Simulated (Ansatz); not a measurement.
## Electronic structure of AsGaH6S in real space

```xyz
9

Ga   -1.2664    0.0090   -0.3343
S     1.1130   -0.0604   -1.6706
H    -1.7712   -1.3627   -0.9299
H    -1.7009    1.3807   -0.9844
H     1.7310   -0.9901   -0.9041
As   -0.6350    0.0412    2.0532
H     1.7073    0.9664   -1.0180
H     0.3792   -1.0999    1.9174
H     0.4429    1.1156    1.8708
```

All numbers below come from UKS B3LYP/def2-SVP (Ansatz).

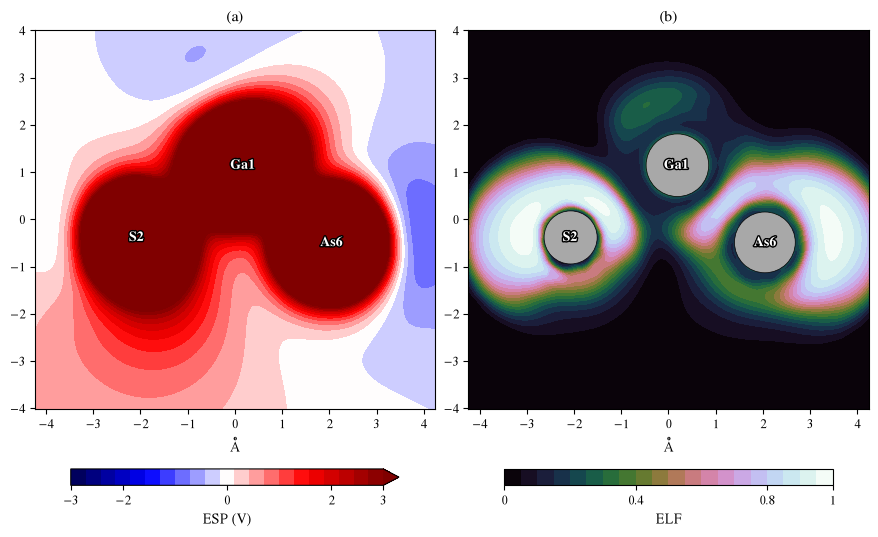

Figure 1. (a) molecular electrostatic potential; (b) ELF on the plane of atoms S2, Ga1 and As6. Grey discs cover the atomic cores in the ELF map.

Question: What do the fields say about this system?

Answer:
- Atoms in the plane: Ga, S and As.
- Ga–As (2.47 Å): the ELF peaks at about 0.80 between the atoms, as expected for a shared electron pair.
- Ga–S (2.73 Å): the ELF peaks at about 0.95 in the valence shell of S, 0.9 Å from its nucleus, and is about 0.45 at the midpoint.
- The ELF also peaks beside As6 and S2, away from the bonds: lone-pair regions.
- Outside the dense part of the molecule the potential is most negative (−1.0 V) near As6.

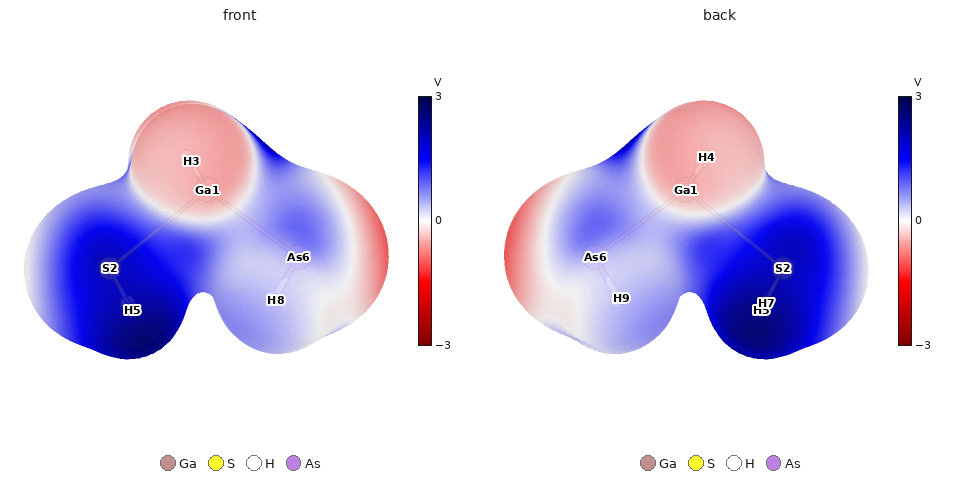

Figure 2. The molecular electrostatic potential painted on the density surface at 0.004 e/bohr³, seen from the front and from behind; the colour scale runs from red (negative) to blue (positive).

Question: Where is the surface potential most negative and most positive?

Answer: The most negative region (about −0.9 V) lies over As6, the most positive (about +2.6 V) over H5 and H7.

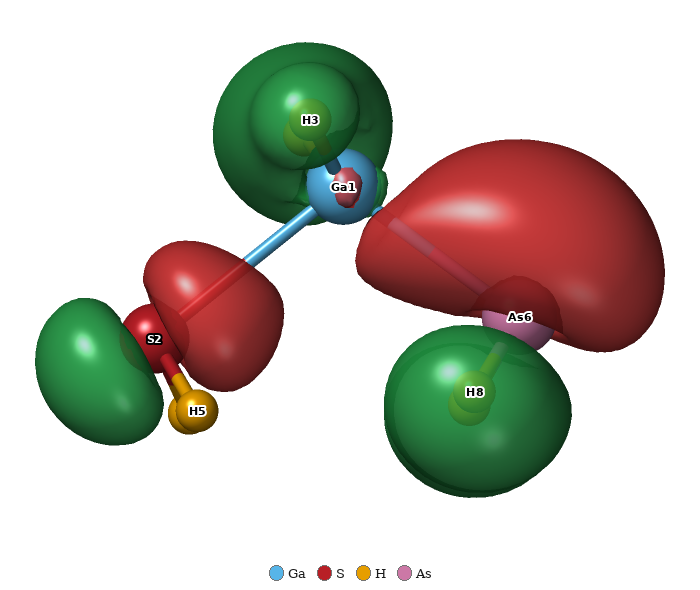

Figure 3. The HOMO−1 at ±0.08 Å⁻³ᐟ² (green and red are the two phases), seen across its widest extent.

Question: Describe this orbital and give its energy.

Answer: It lies mainly on As6 (about 45 %), Ga1 (about 15 %), S2 (about 10 %), H8 (about 10 %), H4 (about 10 %) and H9 (about 10 %). Its energy is −7.85 eV.
